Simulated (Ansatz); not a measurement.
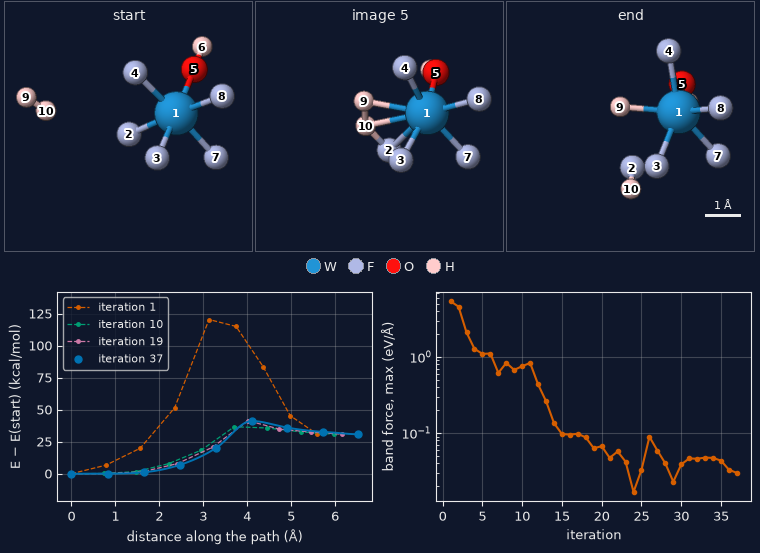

A nudged-elastic-band calculation for WH3OF5, made up at the start of WHOF5 and H₂. Images are numbered from 0 (start) to 8 (end). The plot follows the band through its iterations. The picture is a ball-and-stick view, seen from a free direction.

The calculation used Ansatz, RKS B3LYP-D4/def2-SVP. Settings: 7 movable images; climbing image; force threshold 0.03 eV/Å; iteration limit 60; starting path through a guess of the saddle point.

> How did the profile develop, and is the result final?

The result is final at these settings. The band converged in 37 iterations. The largest component of the band force went from 5.4 to 0.03 eV/Å. The climbing image converged on the top of the path. Its vibrational analysis gives one imaginary mode (700i cm⁻¹), as a transition state must have. The first iteration put the highest image at 120.5 kcal/mol. The highest point, image 5, lies 41.2 kcal/mol above the start and 10.3 kcal/mol above the end; the end is at +30.9 kcal/mol relative to the start.

Limits of the set-up: the start holds two separate molecules, 2.5 Å apart at their closest, whose relative position is a soft coordinate.
